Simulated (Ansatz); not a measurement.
# BLYP/def2-TZVPPD run of GeH2 (SMILES [GeH2])

What is the energy change on altering one bond length of GeH2 at BLYP/def2-TZVPPD? 

Program for the calculation: Ansatz 0.2.0.

34 further runs of the same task are left out: 34 set aside as unsound or not needed.

## (1) The molecule

The species is GeH2 (3 atoms), meant as a singlet with charge 0. As SMILES, `[GeH2]`. The coordinates come from a PBE0-D4/def2-TZVP relaxation.

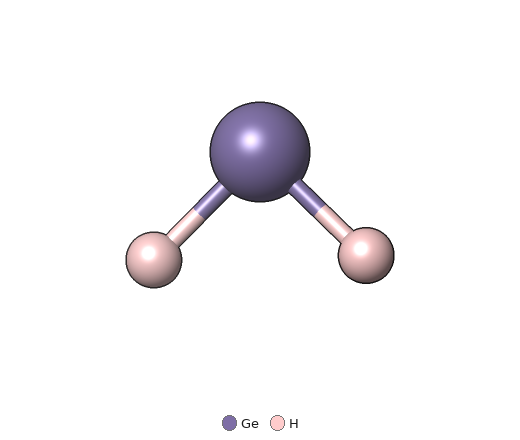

Viewed from a chosen angle; germanium purple, hydrogen pink.

## (2) A single-point energy at BLYP/def2-TZVPPD

The input, input.yaml:

```yaml
crystal:
  periodic: [false, false, false]
  atoms:
    - {symbol: Ge, position_ang: [-0.570100, 0.405100, -0.263700]}
    - {symbol: H, position_ang: [0.783000, 0.743600, 0.509000]}
    - {symbol: H, position_ang: [-0.212900, -1.148700, -0.245300]}
basis:
  gaussian:
    orbitals: def2-TZVPPD.json
hamiltonian:
  xc: {name: BLYP}
accuracy: high
output: {orbitals: {seedname: orbitals}}
```

The basis set def2-TZVPPD is read from a file made from the Basis Set Exchange's data (not shown).

Launch:

```sh
$ ansatz run input.yaml --threads 1 --pin off --max-ram 3480MiB --events-out events.jsonl --progress --plain --runs-dir runs
```

The program printed:

```text
Warning: RAYON_NUM_THREADS=1 ignored (pool sized by the plan → 1); use --threads N
Functional definition: BLYP
  name "BLYP"
  parameter beta = 0.0042
  parameter a = 0.04918
  parameter b = 0.132
  parameter c = 0.2533
  parameter d = 0.349
  exchange = b88_x(beta = beta)
  correlation = lyp_c(a = a, b = b, c = c, d = d)
1286 factors; integrals over basis functions are off by at most 4.5e-9 eV
mean field evaluation 1: about -56549.7056 eV, gradient 2.5e1 eV
mean field evaluation 2: about -56549.6591 eV, gradient 3.0e1 eV
mean field evaluation 4: about -56550.8012 eV, gradient 6.4e-1 eV
mean field evaluation 8: about -56550.8003 eV, gradient 3.3e-2 eV
mean field evaluation 16: about -56550.8003 eV, gradient 2.8e-7 eV
mean field -56550.80028919 eV, -2078.2035791186 hartree, gradient 2.6e-9 eV, S^2 0.000000; 0 other end points of the search recorded, 0 dependent functions left out
reference -56550.80032924 eV, -2078.2035805902 hartree; 17, 17 occupied and 71, 71 virtual orbitals, 1286 factors
Total energy: -56550.80032924 eV, -2078.2035805902 hartree
```

It took 2.6 s on 1 thread of Arm Neoverse V2, shared host; peak memory 0.15 GiB.

## (3) The distorted shape, same level

The input, input.yaml:

```yaml
crystal:
  periodic: [false, false, false]
  atoms:
    - symbol: Ge
      position_ang: [-0.623680, 0.638169, -0.266460]
    - symbol: H
      position_ang: [0.729420, 0.976669, 0.506240]
    - symbol: H
      position_ang: [-0.212900, -1.148700, -0.245300]
basis:
  gaussian: {orbitals: def2-TZVPPD.json}
magnetization: {spin_polarized: false}
hamiltonian: {xc: {name: BLYP}}
accuracy: high
output: {orbitals: {seedname: orbitals}}
```

The basis set def2-TZVPPD is read from a file made from the Basis Set Exchange's data (not shown).

Launch:

```sh
$ ansatz run input.yaml --threads 1 --pin off --max-ram 3480MiB --events-out events.jsonl --progress --plain --runs-dir runs
```

The program printed (excerpt; [...] marks lines left out):

```text
Warning: RAYON_NUM_THREADS=1 ignored (pool sized by the plan → 1); use --threads N
[... 9 set-up lines as earlier in the session ...]
1275 factors; integrals over basis functions are off by at most 4.7e-9 eV
mean field evaluation 1: about -56549.4015 eV, gradient 2.6e1 eV
mean field evaluation 2: about -56548.6969 eV, gradient 3.4e1 eV
mean field evaluation 4: about -56550.5847 eV, gradient 7.8e-1 eV
mean field evaluation 8: about -56550.5843 eV, gradient 5.6e-2 eV
mean field evaluation 16: about -56550.5843 eV, gradient 3.5e-6 eV
mean field -56550.58431084 eV, -2078.1956420607 hartree, gradient 2.0e-8 eV, S^2 0.000000; 0 other end points of the search recorded, 0 dependent functions left out
reference -56550.58435187 eV, -2078.1956435683 hartree; 17, 17 occupied and 71, 71 virtual orbitals, 1275 factors
Total energy: -56550.58435187 eV, -2078.1956435683 hartree
```

It took 2.6 s on 1 thread of Arm Neoverse V2, shared host; peak memory 0.15 GiB.

## (4) Summary of results

At BLYP/def2-TZVPPD:

| quantity | value |
| --- | --- |
| first shape: total energy | -2078.20358 Eh |
| first shape: HOMO energy | -5.81 eV |
| first shape: LUMO energy | -3.89 eV |
| first shape: HOMO–LUMO gap | 1.92 eV |
| distorted shape: total energy | -2078.19564 Eh |
| distorted shape: HOMO energy | -5.91 eV |
| distorted shape: LUMO energy | -3.97 eV |
| distorted shape: HOMO–LUMO gap | 1.94 eV |
| energy change with the Ge1–H3 bond stretched from 1.594 to 1.834 Å | 0.216 eV |

With the Ge1–H3 bond stretched from 1.594 to 1.834 Å the energy rises by 0.22 eV (20.8 kJ/mol). The first shape isn't relaxed at this level, so the change isn't measured from a minimum.
